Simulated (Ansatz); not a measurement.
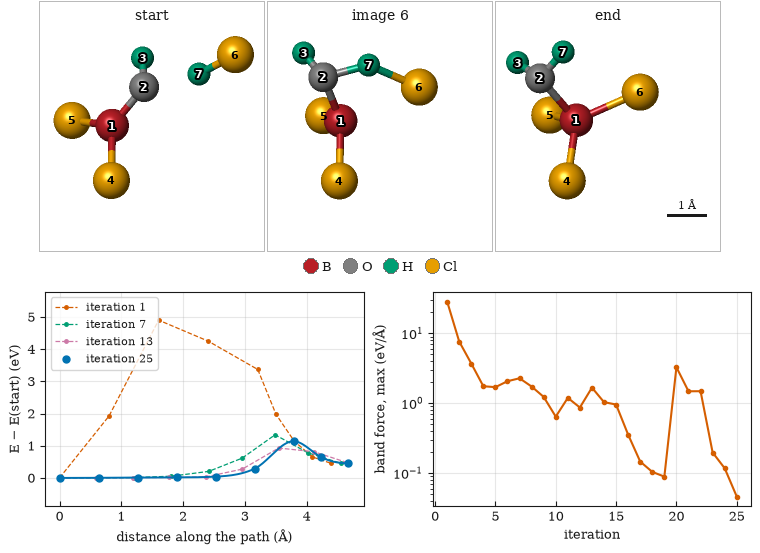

NEB run on BH2OCl3. Images are numbered from 0 (start) to 8 (end). The plot follows the band through its iterations. A ball-and-stick model, seen from a free direction.

Theory: RKS B3LYP/def2-SVP in Ansatz. Run with 7 movable images; climbing image; force threshold 0.05 eV/Å; iteration limit 60; starting path through a guess of the saddle point.

Question: Did the band converge, and can the barrier be trusted?

Answer: The result is final at these settings. The band converged in 25 iterations. The largest component of the band force went from 29 to 0.046 eV/Å. The climbing image converged on the top of the path. Its vibrational analysis gives one imaginary mode (1047i cm⁻¹), as a transition state must have. The first iteration put the highest image at 4.90 eV. The highest point, image 6, lies 1.14 eV above the start and 0.68 eV above the end; the end is at +0.46 eV relative to the start.

The run took 6.7 min on 2 threads of Arm Neoverse V1 (shared host), peak memory 0.2 GiB.
